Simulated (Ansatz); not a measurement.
**FH₂OSi (SMILES O[SiH+]F) (charge +1): density, localisation and related maps**

The calculation's input:

```
crystal:
  periodic: [false, false, false]
  atoms:
    - {symbol: O, position_ang: [-0.761879, -0.805946, -0.071188]}
    - {symbol: Si, position_ang: [0.421133, 0.178655, 0.112488]}
    - {symbol: F, position_ang: [0.338175, 1.649245, -0.322772]}
    - {symbol: H, position_ang: [-1.651539, -0.714044, -0.437582]}
    - {symbol: H, position_ang: [1.654111, -0.307910, 0.719063]}
basis:
  gaussian: {orbitals: def2-TZVPP}
total_charge: 1
hamiltonian: {xc: pbe0, dispersion: d4}
output: {orbitals: {seedname: orbitals}}
```

Run with:

```sh
ansatz run in.yaml --threads 2 --pin off --events-out ev --progress --plain --max-ram 4352MiB
```

Geometry: PBE0-D4/def2-TZVP.

These are results of Ansatz, RKS PBE0-D4/def2-TZVPP, not measurements.

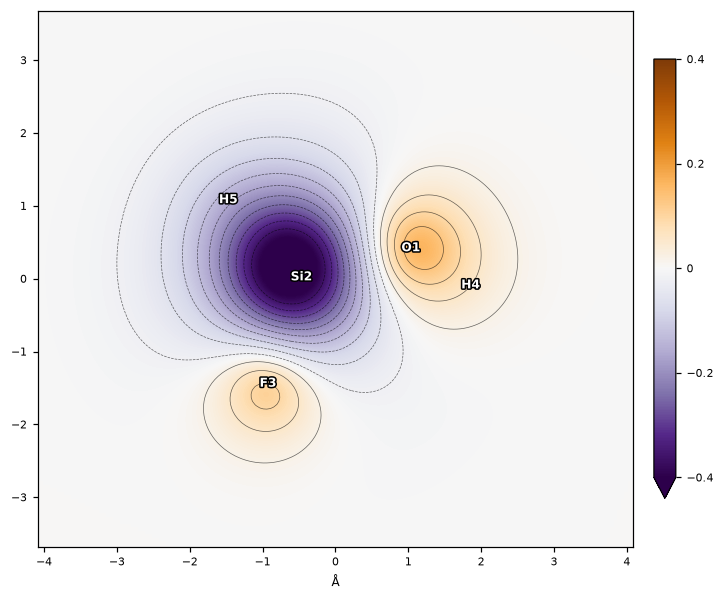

Figure 1. One frontier orbital on a plane 0.8 Å above the molecular plane (values in Å⁻³ᐟ²; the overall sign is arbitrary).

**Which orbital is it: HOMO or LUMO?**

The LUMO, at −8.21 eV. Its weight (Hirshfeld) is mainly on Si2 (about 75 %), O1 (about 10 %), F3 (about 10 %) and H5 (about 5 %); it changes sign across the molecular plane (π type).

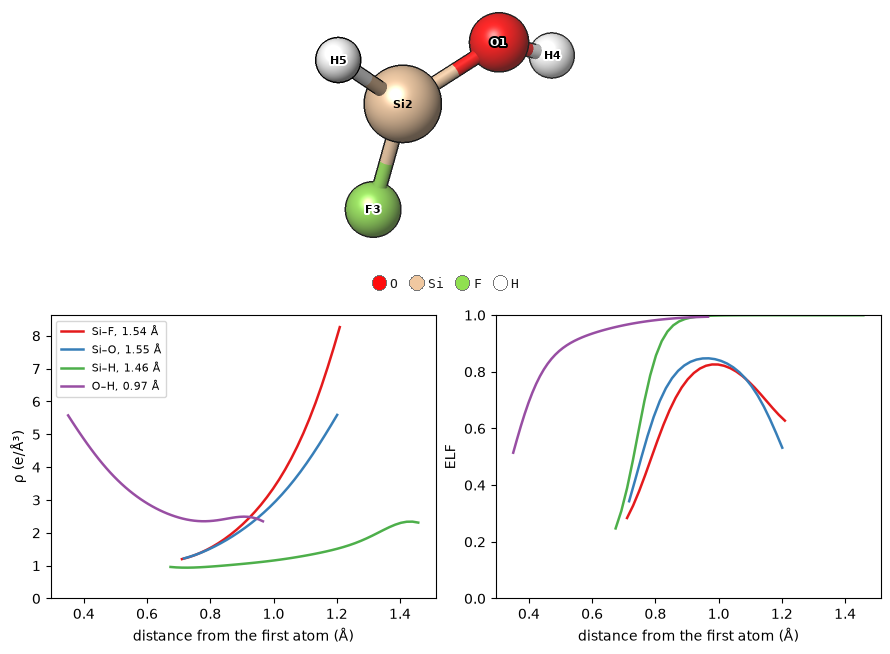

Figure 2. Total electron density and ELF along straight lines between neighbouring atoms. The curves leave out the atomic cores. The structure is drawn too.

**Compare the contacts.**

Si–F (1.54 Å): the density is about 1.4 e/Å³ at the midpoint; the ELF peaks at about 0.85 in the valence shell of F, 0.6 Å from its nucleus, and is about 0.45 at the midpoint.
Si–O (1.55 Å): ρ at the midpoint is about 1.4 e/Å³; the ELF peaks at about 0.85 between the atoms; a polar covalent bond.
Si–H (1.46 Å): the density is about 0.94 e/Å³ at the midpoint; the ELF climbs to about 1 towards the hydrogen, as it does in any bond to H.
O–H (0.97 Å): ρ is about 3.8 e/Å³ halfway; the ELF climbs to about 1 towards the hydrogen: an ordinary covalent bond to hydrogen.

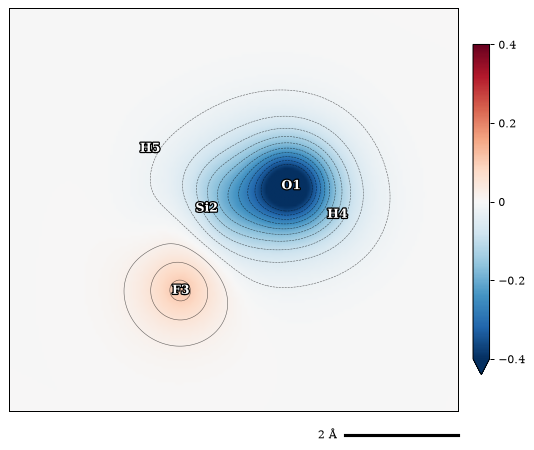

Figure 3. The HOMO on a plane 0.8 Å above the molecular plane (values in Å⁻³ᐟ²; the overall sign is arbitrary).

**Where does this orbital lie, and at what energy?**

By Hirshfeld shares it lies mainly on O1 (about 75 %); it changes sign across the molecular plane (π type). Its energy is −17.97 eV.
